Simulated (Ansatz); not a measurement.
# GeClF (SMILES [F][Ge][Cl]) at r2SCAN/def2-TZVP

What is the electronic atomisation energy of GeClF at r2SCAN/def2-TZVP? 

The results are computed with Ansatz 0.2.0.

33 further runs of the same task are left out: 33 set aside as unsound or not needed.

### Step 1. The molecule

The species is GeClF (3 atoms), meant as a singlet with charge 0. As SMILES, `[F][Ge][Cl]`. The shape is that of a PBE0-D4/def2-TZVP optimisation.

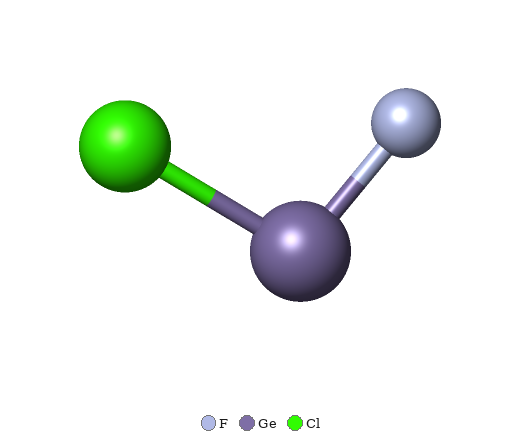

Viewed from a chosen angle; fluorine light blue, germanium purple, chlorine green.

### Step 2. The energy at r2SCAN/def2-TZVP

Contents of input.yaml:

```yaml
crystal:
  periodic: [false, false, false]
  atoms:
    - {symbol: F, position_ang: [0.110400, 1.418700, 0.206200]}
    - {symbol: Ge, position_ang: [-0.762800, 0.035600, -0.410300]}
    - {symbol: Cl, position_ang: [0.641600, -1.519100, 0.191000]}
basis:
  gaussian:
    orbitals: def2-TZVP
hamiltonian:
  xc: {name: r2SCAN}
accuracy: high
output:
  orbitals: {seedname: orbitals}
```

Run with:

```sh
$ ansatz run input.yaml --threads 1 --pin off --max-ram 3480MiB --events-out events.jsonl --progress --plain --runs-dir runs
```

Standard output:

```text
Warning: RAYON_NUM_THREADS=1 ignored (pool sized by the plan → 1); use --threads N
Functional definition: r2SCAN
  name "r2SCAN"
  parameter k0 = 0.174
  parameter k1 = 0.065
  parameter a1 = 4.9479
  exchange = r2scan_x(k0 = k0, k1 = k1, a1 = a1)
  correlation = r2scan_c
1709 factors; integrals over basis functions are off by at most 4.6e-9 eV
mean field evaluation 1: about -71756.6770 eV, gradient 4.3e1 eV
mean field evaluation 2: about -71726.5917 eV, gradient 1.4e2 eV
mean field evaluation 4: about -71759.1846 eV, gradient 9.7e0 eV
mean field evaluation 8: about -71759.3891 eV, gradient 7.2e-1 eV
mean field evaluation 16: about -71759.3902 eV, gradient 2.0e-5 eV
mean field -71759.39023246 eV, -2637.1089507811 hartree, gradient 2.5e-8 eV, S^2 0.000000; 0 other end points of the search recorded, 0 dependent functions left out
reference -71759.39023294 eV, -2637.1089507987 hartree; 29, 29 occupied and 87, 87 virtual orbitals, 1709 factors
Total energy: -71759.39023294 eV, -2637.1089507987 hartree
```

It took 11 s on 1 thread of Arm Neoverse V2, shared host; peak memory 0.28 GiB.

### Step 3. The Cl atom at the same level

Contents of molecule.yaml:

```yaml
crystal:
  periodic: [false, false, false]
  atoms:
    - {symbol: Cl, position_ang: [0.000000, 0.000000, 0.000000]}
basis:
  gaussian:
    orbitals: def2-TZVP
total_charge: 0
magnetization:
  spin_polarized: true
  initial_magnetization: 1
hamiltonian:
  xc: {name: r2SCAN}
accuracy: high
```

Run the same way, it converges to -460.11688 Eh (log not shown).

### Step 4. The F atom, same level

Contents of run.yaml:

```yaml
crystal:
  periodic: [false, false, false]
  atoms:
    - {symbol: F, position_ang: [0.000000, 0.000000, 0.000000]}
basis:
  gaussian:
    orbitals: def2-TZVP
magnetization:
  spin_polarized: true
  initial_magnetization: 1
hamiltonian:
  xc: r2scan
accuracy: high
```

Run the same way, it converges to -99.72763 Eh (log not shown).

### Step 5. The Ge atom at the same level

Contents of input.yaml:

```yaml
crystal:
  periodic: [false, false, false]
  atoms:
    - symbol: Ge
      position_ang: [0.000000, 0.000000, 0.000000]
basis:
  gaussian:
    orbitals: def2-TZVP
magnetization:
  spin_polarized: true
  initial_magnetization: 2
accuracy: high
hamiltonian:
  xc: {name: r2SCAN}
```

Run the same way, it converges to -2076.90335 Eh (log not shown).

### Step 6. Results

Level: r2SCAN/def2-TZVP.

| quantity | value |
| --- | --- |
| molecule: total energy | -2637.10895 Eh |
| molecule: HOMO energy | -7.58 eV |
| molecule: LUMO energy | -3.57 eV |
| molecule: HOMO–LUMO gap | 4.01 eV |
| Cl atom: total energy | -460.11688 Eh |
| Cl atom: ⟨S²⟩ | 0.756 |
| F atom: total energy | -99.72763 Eh |
| F atom: ⟨S²⟩ | 0.752 |
| Ge atom: total energy | -2076.90335 Eh |
| Ge atom: ⟨S²⟩ | 2.005 |
| electronic atomisation energy | 9.826 eV |

**Reading.** Taking the molecule apart into free atoms costs 9.83 eV (948 kJ/mol), before zero-point energy and without spin-orbit coupling.
